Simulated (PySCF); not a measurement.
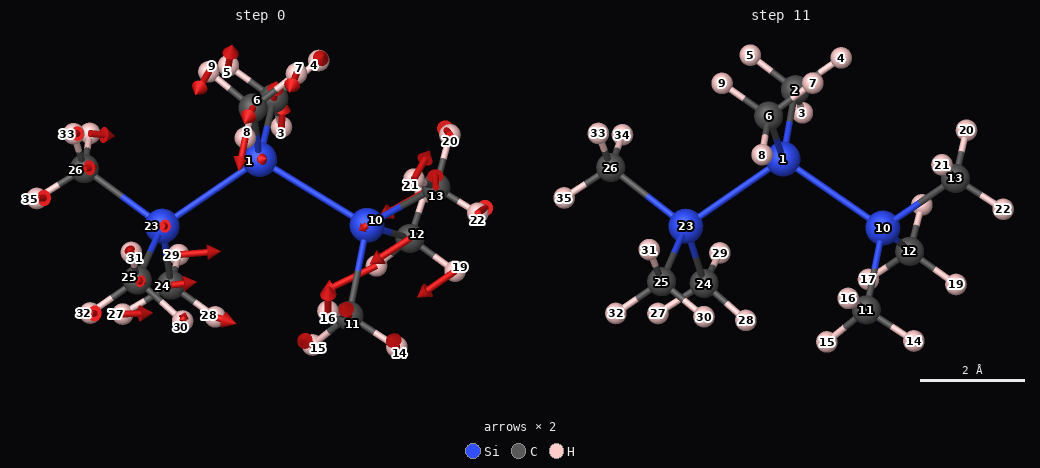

The structure of C8H24Si3 before (left) and after (right) a relaxation, at one scale. The red arrows give the displacements, 2 times their true length.

A ball-and-stick model, seen face on.

The start comes from GFN2-xTB. Its atoms were then displaced at random by about 0.03 Å.

Computed with PySCF 2.14.0, density-fitted response routines, PBE0-D3(BJ)/def2-SVP geometry optimisation, gas phase. 

What changed between the two?

Over 11 geometry steps the energy falls by 1.326 eV. An H atom moves most after the best rigid fit: 0.61 Å. Largest moves by element: H 0.61 Å, C 0.47 Å, Si 0.15 Å. Near-neighbour distances that change, for instance: C–H 0.963 → 1.103 Å, C–H 1.202 → 1.101 Å, Si–Si 2.445 → 2.351 Å, C–H 1.025 → 1.101 Å. Among the angles between lasting bonds that change: Si–C–H 118.1° → 111.0°, H–C–H 114.1° → 107.8°, Si–Si–C 115.6° → 109.6°. Cost: 4.5 min on 2 threads of AMD EPYC 9R45 96-Core Processor (shared host).
